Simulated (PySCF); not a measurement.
Molecule: SMILES c1cc(ccc1Br)[SiH3]. Atoms near the plane z = 1.5 Å, at the GFN2-xTB optimised geometry (x, y, z in Å): Si1 (-1.6, -2.3, 0.0), C2 (-0.6, -0.6, 0.0), C3 (-1.3, 0.6, 0.0), C4 (-0.6, 1.8, 0.0), C5 (0.8, 1.7, 0.0), Br6 (1.8, 3.4, 0.0), C7 (1.5, 0.5, 0.0), C8 (0.8, -0.6, 0.0), H9 (-2.4, -2.3, 1.3), H11 (-0.7, -3.4, -0.1), H12 (-2.4, 0.6, 0.0), H13 (-1.1, 2.7, 0.0), H14 (2.6, 0.5, 0.0), H15 (1.3, -1.6, 0.0).

Calculation: PBE/def2-TZVP (PySCF). The values are rescaled to run from 0 to 1.

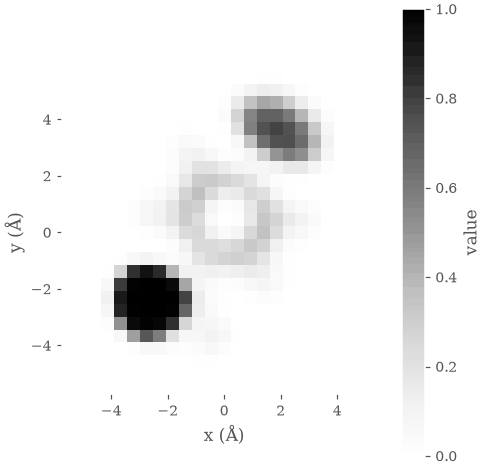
Figure. a field on the plane z = 1.5 Å.

Task: Which quantity is mapped?
A) an orbital amplitude
B) electrostatic potential
C) Laplacian of the electron density
D) electron localisation function

Result: D, electron localisation function
